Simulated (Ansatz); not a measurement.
# C₂H₆AlF₃S: basis-set convergence

Aim: see how fast density functionals converge with the basis set for C₂H₆AlF₃S.

Method: one geometry, several basis sets; program: Ansatz 0.2.0, Gaussian basis.

Levels to be run: PBE0-D4/def2-SVP; ωB97M-V/def2-SVP; PBE0-D4/def2-QZVPP; ωB97M-V/def2-QZVPP; the functionals' def2-TZVPP values are taken from earlier runs.

### Step 1. The geometry

The geometry comes from an earlier relaxation with PBE0-D4 in a triple-zeta def2 set; it is a stationary point, not always the lowest conformer.

SMILES `C[S+](C)[Al-]([F])([F])[F]`, 13 atoms, charge 0, spin multiplicity 1.

Atoms are counted from 1 here; the program's logs count them from 0.

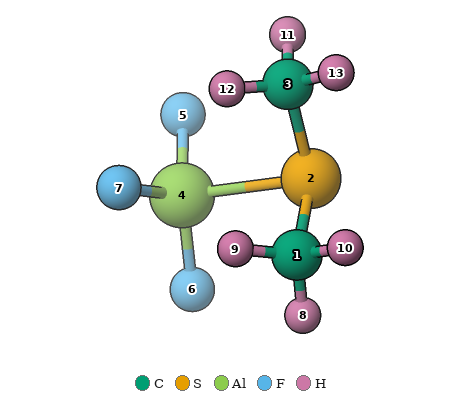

The structure; carbon teal, sulfur amber, aluminium green, fluorine blue, hydrogen pink; atoms are numbered from 1 in the order of the file.

### Step 2. PBE0-D4 in def2-SVP

File in.yaml:

```yaml
crystal:
  periodic: [false, false, false]
  atoms:
    - {symbol: C, position_ang: [-0.628048, -1.559469, -0.120996]}
    - {symbol: S, position_ang: [0.256113, -0.219515, -0.932726]}
    - {symbol: C, position_ang: [1.675548, -0.016386, 0.153620]}
    - {symbol: Al, position_ang: [-1.058208, 1.611566, -0.150601]}
    - {symbol: F, position_ang: [-0.131184, 2.897468, -0.619312]}
    - {symbol: F, position_ang: [-2.495708, 1.336009, -0.918440]}
    - {symbol: F, position_ang: [-1.032271, 1.261794, 1.474506]}
    - {symbol: H, position_ang: [-1.573051, -1.677508, -0.650713]}
    - {symbol: H, position_ang: [-0.819798, -1.303024, 0.920336]}
    - {symbol: H, position_ang: [-0.045153, -2.476302, -0.200767]}
    - {symbol: H, position_ang: [2.213795, 0.864297, -0.196006]}
    - {symbol: H, position_ang: [1.341557, 0.140007, 1.178775]}
    - {symbol: H, position_ang: [2.316708, -0.893737, 0.077125]}
basis:
  gaussian: {orbitals: def2-SVP}
hamiltonian: {xc: pbe0, dispersion: d4}
output: {orbitals: {seedname: orbitals}}
```

Started as:

```
$ ansatz run in.yaml --threads 4 --pin off --events-out ev --progress --plain --max-ram 11315MiB
```

The runs that follow: ωB97M-V in def2-SVP; PBE0-D4 in def2-QZVPP; ωB97M-V in def2-QZVPP.

Before running them: what should the planned runs give, taken together? Wanted: PBE0-D4: double and triple zeta above quadruple; ωB97M-V: double and triple zeta above quadruple.

As calculated:

| quantity | value |
| --- | --- |
| PBE0-D4: double and triple zeta above quadruple | 20.19, 1.16 eV |
| ωB97M-V: double and triple zeta above quadruple | 20.44, 1.10 eV |

In words: PBE0-D4 gains 19.03 eV from double to triple zeta, then 1.16 eV more. Total energies overstate the basis error of differences, where much of it tends to cancel. The LUMO of ωB97M-V is positive and keeps falling with the basis (2.20 to 1.19 eV): an unbound level that the basis holds in place.
